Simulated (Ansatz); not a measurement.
| atom | x (Å) | y (Å) | z (Å) |
| --- | --- | --- | --- |
| Al | 0.0091 | 0.1226 | -0.0302 |
| F | -0.0397 | 0.3782 | 1.6367 |
| Cl | 1.8614 | 0.1662 | -1.0189 |
| Cl | -1.8090 | 0.0700 | -1.0837 |
| P | 0.1624 | -3.0863 | 1.3011 |
| H | -0.6403 | -2.8936 | 0.1144 |
| H | 1.4133 | -2.8116 | 0.6259 |
| H | 0.0003 | -1.7451 | 1.7763 |

Computed with Ansatz 0.2.0, RKS revPBE/def2-SVP.

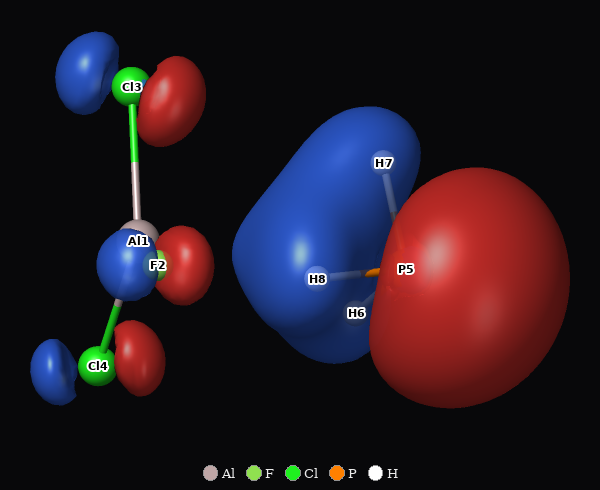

AlCl₂F···PH₃. One frontier orbital at ±0.08 Å⁻³ᐟ² (red and blue are the two phases), seen across its widest extent.

Q: Which orbital is it: HOMO or LUMO?

A: The HOMO, at −7.14 eV. By Hirshfeld shares it lies mainly on P5 (about 75 %); largely a lone pair of P5.
